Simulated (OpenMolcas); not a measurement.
## Run report: C2H4F2, single-point calculation (part 2 of 2)

Continued. System: C2H4F2. Method: RI-MP2/aug-cc-pVDZ, RHF (OpenMolcas 26.06). The geometry comes from this level: GFN2-xTB.

Geometry of the input (Å):
```
F  -1.2218  0.7839  0.9970
C  -0.1160  0.7299  0.1896
C  0.2217  -0.7094  -0.1733
F  -0.4993  -1.1203  -1.2634
H  -0.3428  1.3121  -0.7087
H  0.7054  1.1864  0.7499
H  1.2784  -0.7983  -0.4427
H  -0.0256  -1.3844  0.6518
```

### The program's output, continued
```
Iter     Tot. SCF        One-elec.       Two-elec.     Energy      Max Dij or  Max Fij      DNorm      TNorm      AccCon     Time
         Energy          Energy          Energy        Change      Delta Norm                                                in Sec.
   1  -276.432446310  -634.503257506   230.636978787   0.00E+00    1.70E-01*   1.33E-01*    8.76E+00   1.82E+02   None         0.
   2  -276.831445018  -635.835524774   231.570247347  -3.99E-01*   1.25E-01*   6.43E-02*    1.03E+01   1.84E+02   EDIIS        0.
   3  -276.910132167  -637.271954128   232.927989552  -7.87E-02*   1.74E-02*   2.92E-02*    1.01E+01   1.83E+02   c2DIIS       0.
   4  -276.954303312  -636.321423508   231.933287787  -4.42E-02*   1.13E-02*   2.31E-03*    1.01E+01   1.83E+02   QNRc2DIIS    0.
   5  -276.954638866  -636.520977152   232.132505877  -3.36E-04*   5.00E-03*   1.17E-03*    1.02E+01   1.83E+02   QNRc2DIIS    0.
   6  -276.954686083  -636.457625944   232.069107451  -4.72E-05*   8.50E-04    2.12E-04*    1.01E+01   1.83E+02   QNRc2DIIS    0.
   7  -276.954687555  -636.458291865   232.069771900  -1.47E-06*   2.92E-04    1.24E-04     1.01E+01   1.83E+02   QNRc2DIIS    0.
   8  -276.954687888  -636.458664140   232.070143842  -3.33E-07*   9.23E-05    1.70E-05     1.01E+01   1.83E+02   QNRc2DIIS    0.
   9  -276.954687906  -636.458549244   232.070028929  -1.73E-08*   2.61E-05    5.32E-06     1.01E+01   1.83E+02   QNRc2DIIS    0.
  10  -276.954687907  -636.458575585   232.070055269  -1.15E-09*   4.45E-06    9.43E-07     1.01E+01   1.83E+02   QNRc2DIIS    0.
  11  -276.954687907  -636.458586195   232.070065879  -3.74E-11    8.68E-07    1.62E-07     1.01E+01   1.83E+02   QNRc2DIIS    0.

       Convergence after  11 Iterations
--

 *****************************************************************************************************************************
 *                                             SCF/KS-DFT Program, Final results                                             *
 *                                                       Final Results                                                       *
 *****************************************************************************************************************************

::    Total SCF energy                               -276.9546879067
      One-electron energy                            -636.4585861954
      Two-electron energy                             232.0700658790
      Nuclear repulsion energy                        127.4338324096
      Kinetic energy (interpolated)                   276.7083370751
      Virial theorem                                    1.0008902906
      Total spin, S(S+1)                                0.0000000000
      Total spin, S                                     0.0000000000
      Max non-diagonal density matrix element           0.0000004560
      Max non-diagonal Fock matrix element              0.0000000382

      All orbitals with orbital energies smaller than  E(LUMO)+0.5 are printed

++    Molecular orbitals:
      -------------------

      Title: SCF orbitals

      Molecular orbitals for symmetry species 1: a

          Orbital            1         2         3         4         5         6         7         8         9        10
          Energy          -26.2990  -26.2989  -11.3298  -11.3291   -1.6141   -1.6052   -1.0436   -0.8872   -0.7373   -0.7368
          Occ. No.          2.0000    2.0000    2.0000    2.0000    2.0000    2.0000    2.0000    2.0000    2.0000    2.0000

          Orbital           11        12        13        14        15        16        17        18        19        20
          Energy           -0.7124   -0.6810   -0.6804   -0.6248   -0.5377   -0.5343   -0.5076    0.0335    0.0486    0.0531
          Occ. No.          2.0000    2.0000    2.0000    2.0000    2.0000    2.0000    2.0000    0.0000    0.0000    0.0000

          Orbital           21        22        23        24        25        26        27        28        29        30
          Energy            0.0579    0.1082    0.1084    0.1216    0.1339    0.1519    0.1728    0.1738    0.1949    0.2379
          Occ. No.          0.0000    0.0000    0.0000    0.0000    0.0000    0.0000    0.0000    0.0000    0.0000    0.0000

          Orbital           31        32        33        34        35        36        37        38        39        40
          Energy            0.2618    0.2773    0.2809    0.2991    0.3114    0.3284    0.3380    0.3548    0.3693    0.3946
          Occ. No.          0.0000    0.0000    0.0000    0.0000    0.0000    0.0000    0.0000    0.0000    0.0000    0.0000

          Orbital           41        42        43        44        45        46        47        48        49
          Energy            0.3971    0.4173    0.4230    0.4301    0.4647    0.4866    0.4999    0.5136    0.5311
          Occ. No.          0.0000    0.0000    0.0000    0.0000    0.0000    0.0000    0.0000    0.0000    0.0000

--

++    Molecular charges:
      ------------------

      Mulliken charges per centre and basis function type
      ---------------------------------------------------

                F1      C2      C3      F4      H5      H6      H7      H8
      1s       4.0629  2.7526  2.7527  4.0628  1.0967  1.1368  1.1367  1.0964
      2px      1.6914  0.6125  0.7380  1.8572 -0.0064  0.0194  0.0191 -0.0157
      2pz      1.8260  0.7768  0.6566  1.6993  0.0133 -0.0072 -0.0058  0.0208
      2py      1.9847  0.9429  0.9378  1.9455 -0.0090 -0.0222 -0.0234 -0.0072
      3d2+     0.0061  0.0442  0.0394  0.0033  0.0000  0.0000  0.0000  0.0000
      3d1+     0.0090  0.0057  0.0020  0.0077  0.0000  0.0000  0.0000  0.0000
      3d0      0.0049  0.0105  0.0181  0.0079  0.0000  0.0000  0.0000  0.0000
      3d1-     0.0024  0.0280  0.0289  0.0052  0.0000  0.0000  0.0000  0.0000
      3d2-     0.0039  0.0142  0.0142  0.0023  0.0000  0.0000  0.0000  0.0000
      Total    9.5913  5.1875  5.1877  9.5911  1.0947  1.1267  1.1267  1.0943

      N-E     -0.5913  0.8125  0.8123 -0.5911 -0.0947 -0.1267 -0.1267 -0.0943

      Total electronic charge=   34.000000

      Total            charge=   -0.000000
--

++    Molecular properties:
      ---------------------

      Charge (e):
                      =   -0.0000
      Dipole Moment (debye):
      Origin of the operator (angstrom)=   -0.4513   -0.0882   -0.0699
                   X=  2.5607E+00               Y=  5.0004E-01               Z=  3.9584E-01           Total=  2.6389E+00
      Quadrupole Moment (debye*angstrom):
      Origin of the operator (angstrom)=   -0.4513   -0.0882   -0.0699
                  XX= -2.2364E+01              XY=  6.2681E-01              XZ=  1.1852E+00              YY= -2.2841E+01
                  YZ= -3.0577E+00              ZZ= -2.5844E+01
      In traceless form (debye*angstrom)
                  XX=  1.9791E+00              XY=  9.4021E-01              XZ=  1.7777E+00              YY=  1.2626E+00
                  YZ= -4.5865E+00              ZZ= -3.2417E+00
--

--- Stop Module: scf /rc=_RC_ALL_IS_WELL_ ---
--- Module scf spent 2 seconds ---

--- Start Module: mbpt2 ---

                                               &MBPT2

                       available to each process: 1.9 GB of memory, 1 thread

WARNING!
Default frozen orbitals as non valence orbitals is overwritten by user input.
Default values:   4

      Cartesian coordinates in angstrom:
      -----------------------------------------------------
      No.  Label        X            Y            Z
      -----------------------------------------------------
       1   F1        -1.22178000   0.78389000   0.99695000
       2   C2        -0.11599000   0.72993000   0.18956000
       3   C3         0.22172000  -0.70937000  -0.17328000
       4   F4        -0.49928000  -1.12031000  -1.26342000
       5   H5        -0.34281000   1.31214000  -0.70875000
       6   H6         0.70541000   1.18638000   0.74985000
       7   H7         1.27835000  -0.79826000  -0.44271000
       8   H8        -0.02562000  -1.38441000   0.65180000
      -----------------------------------------------------
      Nuclear repulsion energy =  127.43383241

      Contents of RUNFILE file:
      -------------------------

      Symmetry species                           1
                                                 a
      Number of basis functions                128
      Frozen occupied orbitals                   4
      Active occupied orbitals                  13
      Active external orbitals                 111
      Deleted external orbitals                  0

      Reference numbers of frozen occupied orbitals according to the original input sequence
      symmetry species 1                        1  2  3  4

      Energies of the active occupied orbitals

      symmetry species 1                    -1.614148     -1.605160     -1.043629     -0.887230     -0.737263
                                            -0.736848     -0.712375     -0.680965     -0.680378     -0.624759
                                            -0.537691     -0.534329     -0.507642

      Energies of the active external orbitals

      symmetry species 1                     0.033492      0.048628      0.053056      0.057923      0.108181
                                             0.108419      0.121597      0.133934      0.151902      0.172788
                                             0.173782      0.194923      0.237919      0.261789      0.277315
                                             0.280888      0.299054      0.311385      0.328448      0.337980
                                             0.354802      0.369268      0.394618      0.397102      0.417280
                                             0.423015      0.430112      0.464743      0.486567      0.499868
                                             0.513634      0.531119      0.536387      0.549499      0.592880
                                             0.602077      0.620181      0.629267      0.657075      0.662635
                                             0.675655      0.682038      0.728600      0.771959      0.790722
                                             0.805241      0.811741      0.844437      0.876039      0.965453
                                             1.009595      1.022714      1.081282      1.157292      1.169529
                                             1.279040      1.345261      1.417588      1.417889      1.456102
                                             1.484228      1.546242      1.556429      1.606165      1.612490
                                             1.663504      1.663916      1.744642      1.753899      1.797903
                                             1.856554      1.864115      1.872721      1.906951      1.926296
                                             1.961490      1.964869      2.032627      2.099460      2.103337
                                             2.162257      2.186814      2.202879      2.236500      2.301820
                                             2.351442      2.443923      2.453235      2.502528      2.585665
                                             2.605771      2.643152      2.734007      2.795521      2.892137
                                             2.900123      2.920173      2.955651      3.083394      3.655557
                                             3.661747      4.976083      4.992286      5.030515      5.032876
                                             5.076764      5.085921      5.112600      5.126535      5.149071
                                             5.188437

      ********************************************************************************************************
      *                                               Results                                                *
      ********************************************************************************************************

       SCF energy                           =     -276.9546879067 a.u.
       Second-order correlation energy      =       -0.6953325704 a.u.
       ( Opposite-Spin contribution         =       -0.5176586430 )

       Total energy                         =     -277.6500204772 a.u.

       Reference weight ( Cref**2 )         =        0.84828

::    Total MBPT2 energy                             -277.6500204772

       Zeroth-order energy (E0)             =      -44.8846220277 a.u.

       Shanks-type energy S1(E)             =     -277.6521101063 a.u.

--- Stop Module: mbpt2 /rc=_RC_ALL_IS_WELL_ ---

.##################.
.# Happy landing! #.
.##################.

    Timing: Wall=3.56 User=3.16 System=0.19
```

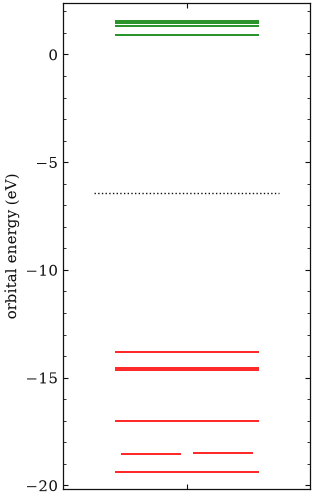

**Figure 1.** Orbital energies near the frontier (SCF reference); the dotted line parts filled from empty levels, and levels within 0.02 eV of each other stand side by side. Highest filled −13.81 eV, lowest empty 0.91 eV, 14.72 eV apart.

### Results in brief

| quantity | value |
| --- | --- |
| outcome | converged |
| total energy | −277.650020 hartree |
| SCF energy | −276.954688 hartree |
| MP2 energy | −277.650020 hartree |
| correlation energy | −0.695333 hartree |
| basis functions | 128 |
| HOMO of the SCF reference | −13.81 eV |
| LUMO of the SCF reference | 0.91 eV |
| hardware | 1 thread of Arm Neoverse V2, 24 GiB of memory available, shared host |
| wall time | 3.9 s |
| peak memory | 0.1 GiB |
